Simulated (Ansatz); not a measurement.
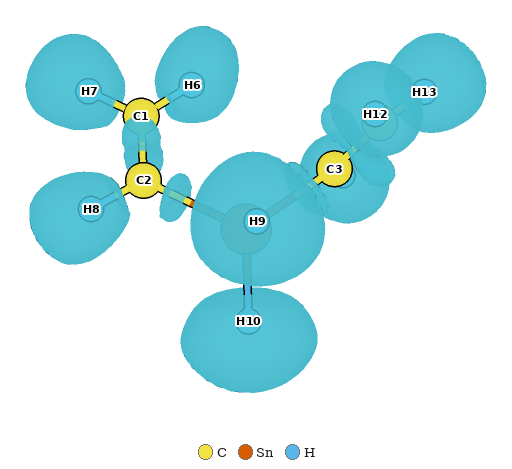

C4H8Sn (SMILES C=[CH][SnH2][CH]=C). Isosurface of the electron localisation function at 0.85 (cyan), seen at an oblique angle. Core shells and regions of very low density are left out.

Geometry: PBE0-D4/def2-SVP; core potentials replace the inner electrons of Sn.

Method: Ansatz 0.2.0, isolated molecule in a Gaussian basis; Kohn-Sham density functional theory, functional PBE0.

```yaml
atoms:
  - { symbol: C, position_ang: [-0.8932, -0.4927, -3.5742] }
  - { symbol: C, position_ang: [-1.2410, -1.7781, -3.4661] }
  - { symbol: C, position_ang: [0.9691, -1.9195, -0.8196] }
  - { symbol: C, position_ang: [0.7922, -1.4026, 0.3999] }
  - { symbol: Sn, position_ang: [-0.5498, -3.0079, -1.8573] }
  - { symbol: H, position_ang: [-0.2390, -0.0013, -2.8442] }
  - { symbol: H, position_ang: [-1.2488, 0.1361, -4.4000] }
  - { symbol: H, position_ang: [-1.8998, -2.2138, -4.2278] }
  - { symbol: H, position_ang: [-1.8200, -3.3389, -0.7490] }
  - { symbol: H, position_ang: [0.0664, -4.4858, -2.4787] }
  - { symbol: H, position_ang: [1.9342, -1.7662, -1.3191] }
  - { symbol: H, position_ang: [-0.1451, -1.5191, 0.9566] }
  - { symbol: H, position_ang: [1.5816, -0.8357, 0.9090] }
```

Question: Identify the bonds, lone pairs and shells in this picture.

Answer: At this value the surface marks out two regions between bonded C–C atoms (shared pairs), eight regions around hydrogen nuclei and two lobes of the valence shell of C pointing towards Sn (polar bonds).

Values along the shortest contacts:
C–C (1.34 Å): the ELF peaks at about 0.95 between the atoms: a short, multiple covalent bond. C–Sn (2.14 Å): the ELF peaks at about 0.95 in the valence shell of C, 0.7 Å from its nucleus, and drops to about 0.20 between the two atoms.
